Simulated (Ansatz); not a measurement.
# BNH2F (SMILES N[B]F) at UCCSD/STO-3G

What is the energy change on altering one bond length of BNH2F at UCCSD/STO-3G? 

The calculation is run with Ansatz 0.2.0.

78 further runs of the same task are left out: 78 set aside as unsound or not needed.

## Step 1: The structure to begin with

BNH2F has 5 atoms, charge 0, and is taken as a doublet. SMILES: `N[B]F`. Geometry: relaxed at PBE0-D4/def2-TZVP. This is one conformer, not always the lowest.

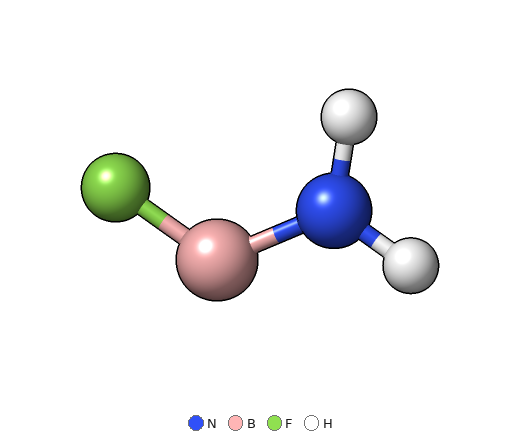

Viewed from a chosen angle; nitrogen blue, boron pink, fluorine green, hydrogen white.

## Step 2: A single-point energy at UCCSD/STO-3G

File in.yaml:

```yaml
crystal:
  periodic: [false, false, false]
  atoms:
    - symbol: "N"
      position_ang: [-0.315200, 0.284600, -0.298300]
    - symbol: B
      position_ang: [0.256800, -0.904700, 0.119300]
    - symbol: F
      position_ang: [1.186500, -0.957100, 1.060600]
    - symbol: H
      position_ang: [-1.019600, 0.322000, -1.012000]
    - symbol: H
      position_ang: [-0.058500, 1.181700, 0.088900]
basis:
  gaussian: {orbitals: STO-3G}
magnetization: {spin_polarized: true, initial_magnetization: 1}
correlation: {method: ccsd, frozen_orbitals: {B: 1, F: 1, H: 0, "N": 1}}
accuracy: high
scf: {omitted_lower_state_checks: [cluster_reference, increment]}
```

Launch:

```bash
$ ansatz run in.yaml --threads 1 --pin off --max-ram 2610MiB --events-out events.jsonl --progress --plain --runs-dir runs
```

The log of the run, cut to the lines that bear on the results:

```text
Warning: RAYON_NUM_THREADS=1 ignored (pool sized by the plan → 1); use --threads N
Functional definition: HF
  name "HF"
[...]
295 factors; integrals over basis functions are off by at most 4.6e-8 eV
[...]
mean field -4825.26953428 eV, -177.3253846997 hartree, gradient 9.8e-9 eV, S^2 0.754687; 0 other end points of the search recorded, 0 dependent functions left out
3 core orbitals not correlated: weight in the atoms' cores, before any rotation towards them, 1.000 or more for the frozen orbitals, at most 0.000 for the correlated occupied ones
reference -4825.26953428 eV, -177.3253846997 hartree; 9, 8 occupied and 5, 6 virtual orbitals, 295 factors
second order -2.58294980 eV of doubles, -0.00000000 eV of singles
cycle   1  -2.88058651 eV  change   -3.0e-1 eV  update   8.0e-2
[...]
cycle  21  -3.17859355 eV  change   7.6e-10 eV  update   2.0e-9
Total energy: -4828.44812783 eV, -177.4421958580 hartree
Checks for a lower state left out: cluster_reference, increment
```

Run time: 0.18 s. Hardware: 1 thread of Arm Neoverse V2, shared host.

## Step 3: The distorted shape

File run.yaml:

```yaml
crystal:
  periodic: [false, false, false]
  atoms:
    - symbol: N
      position_ang: [-0.139124, 0.275251, -0.119899]
    - symbol: B
      position_ang: [0.432876, -0.914049, 0.297701]
    - symbol: F
      position_ang: [1.362576, -0.966449, 1.239001]
    - symbol: H
      position_ang: [-1.019600, 0.322000, -1.012000]
    - symbol: H
      position_ang: [0.117576, 1.172351, 0.267301]
basis:
  gaussian:
    orbitals: STO-3G
accuracy: high
correlation:
  method: ccsd
  frozen_orbitals: {B: 1, F: 1, H: 0, "N": 1}
scf:
  omitted_lower_state_checks: [cluster_reference, increment]
magnetization:
  spin_polarized: true
  initial_magnetization: 1
```

Launch:

```bash
$ ansatz run run.yaml --threads 1 --pin off --max-ram 2610MiB --events-out events.jsonl --progress --plain --runs-dir runs
```

The log of the run, cut to the lines that bear on the results:

```text
Warning: RAYON_NUM_THREADS=1 ignored (pool sized by the plan → 1); use --threads N
[... 2 set-up lines as earlier in the session ...]
[...]
295 factors; integrals over basis functions are off by at most 4.7e-8 eV
[...]
mean field -4824.11678047 eV, -177.2830217785 hartree, gradient 2.3e-8 eV, S^2 0.755340; 0 other end points of the search recorded, 0 dependent functions left out
3 core orbitals not correlated: weight in the atoms' cores, before any rotation towards them, 1.000 or more for the frozen orbitals, at most 0.000 for the correlated occupied ones
reference -4824.11678047 eV, -177.2830217785 hartree; 9, 8 occupied and 5, 6 virtual orbitals, 295 factors
second order -2.86256500 eV of doubles, -0.00000000 eV of singles
cycle   1  -3.21621753 eV  change   -3.5e-1 eV  update   8.6e-2
[...]
cycle  24  -3.57699482 eV  change   8.5e-10 eV  update   1.7e-9
Total energy: -4827.69377529 eV, -177.4144739134 hartree
Checks for a lower state left out: cluster_reference, increment
```

Wall time 0.2 s (1 thread of Arm Neoverse V2, shared host).

## Step 4: Summary of results

Level: UCCSD/STO-3G, 3 core orbitals frozen.

| quantity | value |
| --- | --- |
| first shape: total energy | -177.44220 Eh |
| first shape: correlation energy (3 core orbitals frozen) | -116.8 mEh |
| first shape: ⟨S²⟩ of the reference determinant | 0.755 |
| first shape: T1 diagnostic | 0.018 |
| distorted shape: total energy | -177.41447 Eh |
| distorted shape: correlation energy (3 core orbitals frozen) | -131.5 mEh |
| distorted shape: ⟨S²⟩ of the reference determinant | 0.755 |
| distorted shape: T1 diagnostic | 0.018 |
| energy change with the N1–H4 bond stretched from 1.003 to 1.254 Å | 0.754 eV |

In words: With the N1–H4 bond stretched from 1.003 to 1.254 Å the energy rises by 0.75 eV (72.8 kJ/mol). The first shape isn't relaxed at this level, so the change isn't measured from a minimum. The minimal basis adds a large error of its own.
